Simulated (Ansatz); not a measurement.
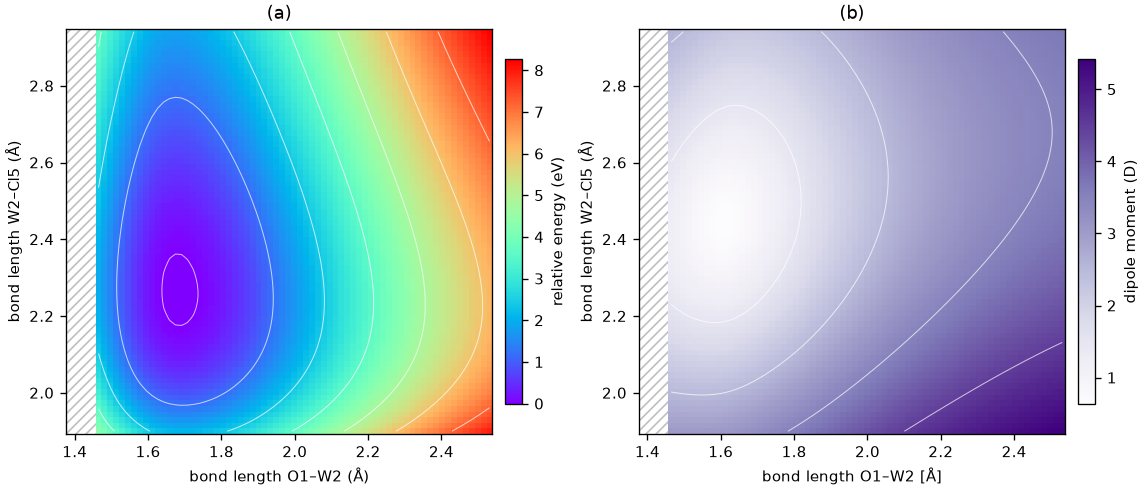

ClFOSW, SMILES [O]=[W]([F])(=[S])[Cl]. The first coordinate is: bond length O1–W2; the second: bond length W2–Cl5. Nothing is relaxed (all other coordinates rigid). The scan uses an 11 × 11 grid. At 11 points there is no value (left out of the scan, as a rule where atoms come close). All energies are given in eV relative to the lowest grid point. The reference is spin-restricted, which grows unreliable where a bond is stretched far. Theory: RKS PBE0-D4/def2-SVP (Ansatz 0.2.0).

Panel (a) is the energy and panel (b) the computed dipole moment on the same grid.

In the figure: a smooth colour map with a few white contour lines, hatched blanks where no value was computed. Between grid points the surface is interpolated.

### How does the dipole moment vary over the map, and what is it at the lowest grid point?

Leaving out the highest fifth of the energies, it runs from 0.65 D at bond length O1–W2 = 1.613 Å, bond length W2–Cl5 = 2.420 Å to 4.73 D at bond length O1–W2 = 2.187 Å, bond length W2–Cl5 = 1.900 Å. At the lowest grid point, bond length O1–W2 = 1.728 Å, bond length W2–Cl5 = 2.212 Å, it is 1.72 D.

| bond length W2–Cl5 ↓, bond length O1–W2 → | 1.384 | 1.499 | 1.613 | 1.728 | 1.843 | 1.958 | 2.072 | 2.187 | 2.302 | 2.417 | 2.531 |
| --- | --- | --- | --- | --- | --- | --- | --- | --- | --- | --- | --- |
| 2.941 | – | 2.50 | 2.22 | 2.23 | 2.43 | 2.70 | 2.97 | 3.21 | 3.40 | 3.56 | 3.67 |
| 2.836 | – | 2.13 | 1.84 | 1.89 | 2.16 | 2.48 | 2.79 | 3.06 | 3.28 | 3.46 | 3.58 |
| 2.732 | – | 1.77 | 1.45 | 1.56 | 1.91 | 2.30 | 2.65 | 2.96 | 3.20 | 3.39 | 3.54 |
| 2.628 | – | 1.42 | 1.06 | 1.26 | 1.71 | 2.17 | 2.57 | 2.90 | 3.17 | 3.38 | 3.54 |
| 2.524 | – | 1.14 | 0.74 | 1.07 | 1.62 | 2.13 | 2.56 | 2.92 | 3.21 | 3.43 | 3.61 |
| 2.420 | – | 1.02 | 0.65 | 1.08 | 1.67 | 2.20 | 2.65 | 3.02 | 3.32 | 3.56 | 3.74 |
| 2.316 | – | 1.14 | 0.92 | 1.32 | 1.87 | 2.39 | 2.83 | 3.21 | 3.51 | 3.76 | 3.95 |
| 2.212 | – | 1.48 | 1.37 | 1.72 | 2.21 | 2.69 | 3.12 | 3.48 | 3.79 | 4.04 | 4.23 |
| 2.108 | – | 1.94 | 1.91 | 2.21 | 2.64 | 3.09 | 3.49 | 3.84 | 4.14 | 4.38 | 4.58 |
| 2.004 | – | 2.47 | 2.48 | 2.76 | 3.15 | 3.56 | 3.93 | 4.27 | 4.55 | 4.79 | 4.98 |
| 1.900 | – | 3.02 | 3.08 | 3.34 | 3.69 | 4.07 | 4.42 | 4.73 | 5.00 | 5.23 | 5.42 |
